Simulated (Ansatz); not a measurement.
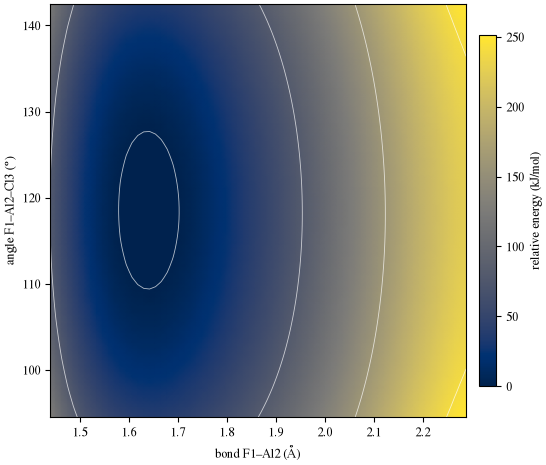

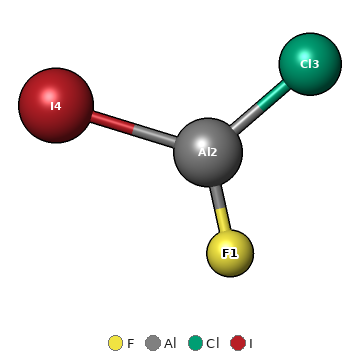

Energy landscape of AlClFI, SMILES [F][Al]([Cl])[I]. Two internal coordinates are moved rigidly from the geometry relaxed at PBE0-D4/def2-TZVP, all others fixed. The first coordinate is: bond F1–Al2; the second: angle F1–Al2–Cl3. The grid has 5 × 5 points. Points are written as (first, second). All energies are given in kJ/mol relative to the lowest grid point. The calculation used Ansatz 0.2.0, RKS r2SCAN-D4/def2-TZVPP.

In the figure: a smooth colour map with a few white contour lines. Between grid points the surface is interpolated. The second picture is the structure at the lowest point.

Where are the wells?

Answer. The lowest grid point is at (1.579 Å, 118.5°). The bottom of the well lies between grid points, at about (1.640 Å, 118°), about 5.8 kJ/mol lower on the interpolated surface. No other kind of well shows on this grid. The highest grid point, (2.289 Å, 142.5°), lies 251 kJ/mol above the lowest. Round the minimum the two coordinates are nearly uncoupled.

Grid values (kJ/mol):

| angle F1–Al2–Cl3 ↓, bond F1–Al2 → | 1.439 | 1.579 | 1.784 | 2.024 | 2.289 |
| --- | --- | --- | --- | --- | --- |
| 142.5 | 125 | 42 | 56 | 143 | 251 |
| 130.5 | 90 | 10 | 28 | 119 | 232 |
| 118.5 | 80 | 0 | 19 | 111 | 226 |
| 106.5 | 92 | 10 | 28 | 118 | 232 |
| 94.5 | 130 | 45 | 57 | 142 | 251 |

The input of one point:

```yaml
crystal:
  periodic: [false, false, false]
  atoms:
    - {symbol: F, position_ang: [0.482306, 0.653979, 1.568712]}
    - {symbol: Al, position_ang: [0.108103, 0.007186, 0.177715]}
    - {symbol: Cl, position_ang: [1.041231, -1.755967, -0.374642]}
    - {symbol: I, position_ang: [-1.535556, 1.102750, -1.243654]}
basis:
  gaussian: {orbitals: def2-TZVPP}
hamiltonian: {xc: r2scan, dispersion: d4}
```
